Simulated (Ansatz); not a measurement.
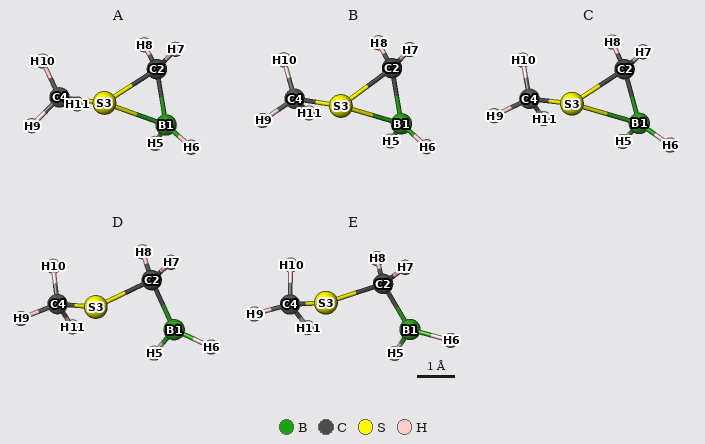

5 geometries from one relaxation of C$_{2}$H$_{7}$BS (coarse preliminary run), in shuffled order. Style: ball-and-stick. Shown at a tilt.

The start comes from a force field.

Method: RKS PBE-D4/def2-SVP in Ansatz. Set-up: force threshold 0.03 eV/Å; at most 200 steps.

### Order the frames from highest to lowest energy.

E, D, C, B, A. They are steps 0, 2, 4, 6, 11, at +0.870 eV, +0.409 eV, +0.112 eV, +0.039 eV relative to the last. After 10 accepted moves (11 points after the start) the energy has fallen by 0.870 eV. Largest force component: 4.3 eV/Å at the start, 0.023 eV/Å at the end. The line search rejected the trial step at point 8 of the run. H6 moves most after the best rigid fit: 0.92 Å. Largest moves by element: H 0.92 Å, S 0.45 Å, C 0.37 Å, B 0.27 Å. Among the contacts that change: B1–S3 2.722 → 2.044 Å, C4–H9 1.035 → 1.106 Å, C4–H10 1.176 → 1.106 Å, C2–S3 1.803 → 1.863 Å. Among the angles between lasting bonds that change: B1–C2–S3 108.4° → 72.4°, B1–C2–H7 108.3° → 121.3°, B1–C2–H8 111.2° → 122.4°. The run took 20 s on 2 threads of Arm Neoverse V2 (shared host).
